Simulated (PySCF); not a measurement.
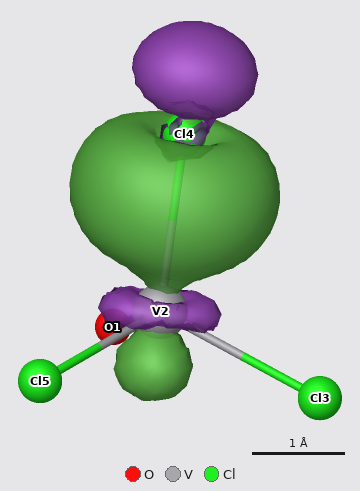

*Cl₃OV, SMILES `O=[V](Cl)(Cl)Cl`. Intrinsic bond orbitals (IBO), occupied; each surface holds about 85 % of the orbital's density. Energies are diagonal elements of the Fock matrix.*

PySCF calculation, B3LYP/def2-TZVP, gas phase; geometry: GFN2-xTB. This is a single-reference result, which may miss multireference character in this system. No frequency check shows the geometry to be a minimum. GFN2-xTB bond lengths at metals and heavier atoms can be off by up to 0.1 Å and shapes distorted, which carries into these values.

Input

```python
import numpy as np
from pyscf import gto, scf, dft, lo
from pyscf.data.elements import chemcore

def solve(mol, dm0=None, hcore=None):
    mf = (dft.UKS if mol.spin else dft.RKS)(mol, xc='b3lyp')
    mf.grids.level = 3
    mf = mf.density_fit(auxbasis='def2-universal-jkfit')
    mf.conv_tol, mf.max_cycle = 1e-8, 80
    if hcore is not None:
        mf.get_hcore = lambda *args: hcore
    mf.kernel(dm0)
    if not mf.converged:
        mf = mf.newton().run(mf.mo_coeff, mf.mo_occ, max_cycle=30)
    assert mf.converged, 'SCF not converged'
    return mf

mol = gto.M(atom='''
O     -0.00388     0.00002    -1.80008
V     -0.00042    -0.00003    -0.28151
Cl     0.96043    -1.61802     0.40852
Cl     0.92223     1.64010     0.40855
Cl    -1.88028    -0.02204     0.41089
''', basis='def2-tzvp', charge=0, spin=0, verbose=4)
mf = solve(mol)
occ_all = mf.mo_coeff[:, mf.mo_occ > 0]
occ = occ_all[:, chemcore(mol):]
loc = lo.ibo.ibo(mol, occ, iaos=lo.iao.iao(mol, occ_all))
fock, s = mf.get_fock(), mf.get_ovlp()
ortho = lo.orth_ao(mol, 'meta_lowdin')
ortho = lo.vec_lowdin(lo.iao.iao(mol, occ_all), s)
labels = lo.iao.reference_mol(mol).ao_labels(fmt=None)
vir = lo.vvo.livvo(mol, occ_all, mf.mo_coeff[:, mf.mo_occ == 0])
both = np.hstack([loc, vir])
p = (ortho.T @ s @ both) ** 2
pop = np.array([p[[l[0] == a for l in labels]].sum(0) for a in range(mol.natm)])
spd = np.array([[p[[l[0] == a and l[2][-1] == k for l in labels]].sum(0) for k in 'spd'] for a in range(mol.natm)])
eps = np.einsum('pi,pq,qi->i', both, fock, both)
for i in np.argsort(eps):
    top = np.argsort(-pop[:, i])[:3]
    print('%3d %s %9.4f Eh ' % (i + 1, 'occ' if i < loc.shape[1] else 'vir', eps[i]), '  '.join('%s%d %.3f' % (mol.atom_symbol(a), a + 1, pop[a, i]) for a in top))
np.savez('result.npz', c=both, nocc=loc.shape[1], pop=pop, spd=spd, eps=eps, e=mf.e_tot)
```

Command:

```sh
OMP_NUM_THREADS=1 python input.py
```

The run took 20 s on 1 thread of Intel(R) Xeon(R) Platinum 8375C CPU @ 2.90GHz (Ice Lake), with other jobs on the host, peak memory 0.72 GiB.

What does this orbital represent?

σ bond Cl4–V2 (Cl4 79 %, V2 21 %; −15.7 eV).
